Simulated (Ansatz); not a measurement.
# SiH2O (SMILES O=[SiH2]) at B3LYP/6-31G(d) (Cartesian functions)

Aim: the energy change on altering one bond length of SiH2O at B3LYP/6-31G* (Cartesian functions), from 2 runs. 

The results are computed with Ansatz 0.2.0.

50 further runs of the same task are left out: 50 set aside as unsound or not needed.

### 1 The molecule

SiH2O has 4 atoms, charge 0, and is taken as a singlet. SMILES: `O=[SiH2]`. Geometry: relaxed at PBE0-D4/def2-TZVP.

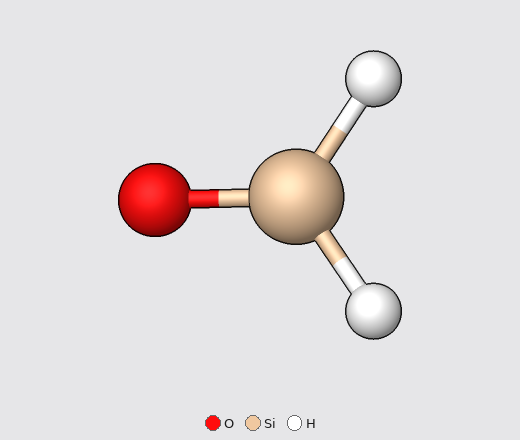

Viewed from a chosen angle; oxygen red, silicon light orange, hydrogen white.

### 2 A single-point energy at B3LYP/6-31G(d) (Cartesian functions)

job.yaml reads:

```yaml
crystal:
  periodic: [false, false, false]
  atoms:
    - {symbol: O, position_ang: [-0.283200, 0.413500, 1.469500]}
    - {symbol: Si, position_ang: [-0.006700, 0.009800, 0.034900]}
    - {symbol: H, position_ang: [0.439900, -1.346000, -0.376200]}
    - {symbol: H, position_ang: [-0.150000, 0.922700, -1.128300]}
basis:
  gaussian: {orbitals: "6-31G*"}
hamiltonian: {xc: {name: B3LYP}}
accuracy: high
output: {orbitals: {seedname: orbitals}}
```

Launch:

```
$ ansatz run job.yaml --threads 1 --pin off --max-ram 3480MiB --events-out events.jsonl --progress --plain --runs-dir runs
```

The log of the run:

```text
Warning: RAYON_NUM_THREADS=1 ignored (pool sized by the plan → 1); use --threads N
Functional definition: B3LYP
  name "B3LYP"
  parameter a0 = 0.2
  parameter ax = 0.72
  parameter ac = 0.81
  exchange = (1 - a0 - ax)*slater_x + ax*b88_x + a0*exact_x
  correlation = (1 - ac)*vwn_rpa_c + ac*lyp_c
728 factors; integrals over basis functions are off by at most 3.4e-9 eV
mean field evaluation 1: about -9948.9403 eV, gradient 6.3e1 eV
mean field evaluation 2: about -9873.0394 eV, gradient 1.8e2 eV
mean field evaluation 4: about -9956.5280 eV, gradient 4.5e0 eV
mean field evaluation 8: about -9956.5752 eV, gradient 2.4e-2 eV
mean field evaluation 16: about -9956.5752 eV, gradient 3.3e-8 eV
mean field -9956.57524147 eV, -365.8973913148 hartree, gradient 3.4e-8 eV, S^2 0.000000; 0 other end points of the search recorded, 0 dependent functions left out
reference -9956.57527179 eV, -365.8973924293 hartree; 12, 12 occupied and 26, 26 virtual orbitals, 728 factors
Total energy: -9956.57527179 eV, -365.8973924293 hartree
```

Run time: 1.3 s. Hardware: 1 thread of Arm Neoverse V2, shared host; peak memory 0.098 GiB.

### 3 The distorted shape, same level

molecule.yaml reads:

```yaml
basis:
  gaussian:
    orbitals: "6-31G*"
crystal:
  periodic: [false, false, false]
  atoms:
    - {symbol: O, position_ang: [-0.168565, -0.316790, 2.400022]}
    - {symbol: Si, position_ang: [0.107935, -0.720490, 0.965422]}
    - {symbol: H, position_ang: [0.554535, -2.076290, 0.554322]}
    - {symbol: H, position_ang: [-0.150000, 0.922700, -1.128300]}
hamiltonian:
  xc: {name: B3LYP}
accuracy: high
magnetization:
  spin_polarized: false
  initial_magnetization: 0
output:
  orbitals: {seedname: orbitals}
```

Launch:

```
$ ansatz run molecule.yaml --threads 1 --pin off --max-ram 3480MiB --events-out events.jsonl --progress --plain --runs-dir runs
```

The log of the run, shortened:

```text
Warning: RAYON_NUM_THREADS=1 ignored (pool sized by the plan → 1); use --threads N
[... 7 set-up lines as earlier in the session ...]
721 factors; integrals over basis functions are off by at most 3.7e-9 eV
mean field evaluation 1: about -9945.3902 eV, gradient 6.3e1 eV
mean field evaluation 2: about -9828.4141 eV, gradient 1.8e2 eV
mean field evaluation 4: about -9951.0322 eV, gradient 1.9e1 eV
mean field evaluation 8: about -9953.4390 eV, gradient 5.4e-1 eV
mean field evaluation 16: about -9953.4374 eV, gradient 1.8e-4 eV
mean field -9953.43742389 eV, -365.7820786459 hartree, gradient 7.2e-8 eV, S^2 0.000000; 0 other end points of the search recorded, 0 dependent functions left out
reference -9953.43745672 eV, -365.7820798522 hartree; 12, 12 occupied and 26, 26 virtual orbitals, 721 factors
Total energy: -9953.43745672 eV, -365.7820798522 hartree
```

Run time: 1.4 s. Hardware: 1 thread of Arm Neoverse V2, shared host; peak memory 0.098 GiB.

### 4 Outcome

At B3LYP/6-31G* (Cartesian functions):

```
                                                          quantity          value
                                         first shape: total energy  -365.89739 Eh
                                          first shape: HOMO energy       -7.80 eV
                                          first shape: LUMO energy       -2.04 eV
                                        first shape: HOMO–LUMO gap        5.76 eV
                                     distorted shape: total energy  -365.78208 Eh
                                      distorted shape: HOMO energy       -7.31 eV
                                      distorted shape: LUMO energy       -3.67 eV
                                    distorted shape: HOMO–LUMO gap        3.63 eV
energy change with the Si2–H4 bond stretched from 1.486 to 2.674 Å       3.138 eV
```

**Reading.** One bond (distorted shape) is far stretched, which a spin-restricted single reference describes badly; a broken-symmetry solution may lie lower. With the Si2–H4 bond stretched from 1.486 to 2.674 Å the energy rises by 3.14 eV (303 kJ/mol). The first shape isn't relaxed at this level, so the change isn't measured from a minimum. A restricted reference can't describe the breaking bond well at this length.
